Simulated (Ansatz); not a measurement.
Consider AlCl₂HS···H₂.

```xyz
7

Al    0.1164   -0.8436   -0.5061
H    -0.0614    0.3646    2.1726
Cl    1.8290    0.3116   -0.7912
Cl   -1.7734   -0.0146   -0.8478
S     0.3354   -2.9370    0.0141
H    -0.9932   -3.1705    0.0128
H     0.0470   -0.3534    2.3451
```

Theory: Ansatz 0.2.0, RKS PBE0/6-31G*.

What will maps of the electron density and electron localisation function show?

Al–Cl (2.09 Å): the density is about 0.75 e/Å³ at the midpoint; the ELF peaks at about 0.85 in the valence shell of Cl, 0.9 Å from its nucleus, and is about 0.85 at the midpoint.
Al–S (2.17 Å): ρ is about 0.71 e/Å³ halfway; the ELF peaks at about 0.90 in the valence shell of S, 1.0 Å from its nucleus, and is about 0.90 at the midpoint.
S–H (1.35 Å): ρ at the midpoint is about 1.4 e/Å³; the ELF climbs to about 1 towards the hydrogen, as it does in any bond to H.

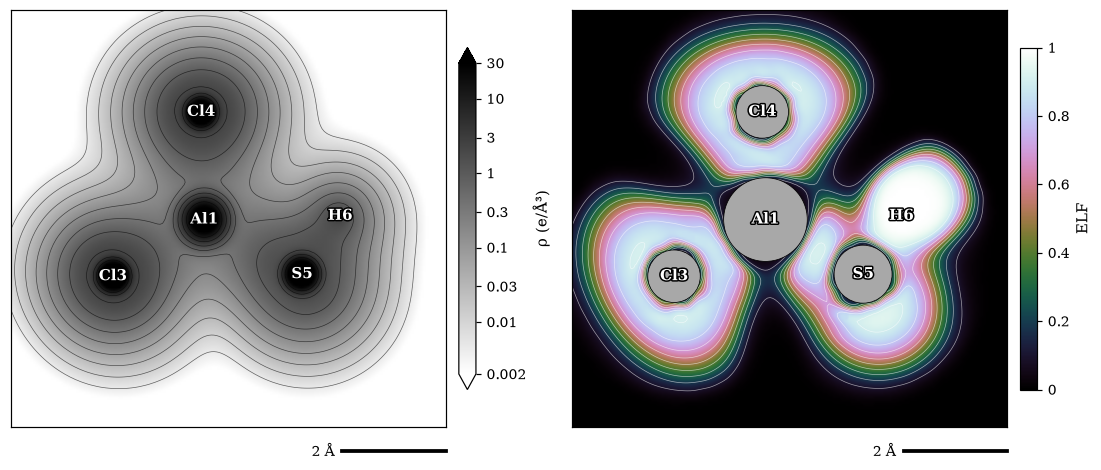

Computed electron density and electron localisation function on the plane of atoms Cl3, Al1 and S5, in this order. Grey discs cover the atomic cores in the ELF map. 
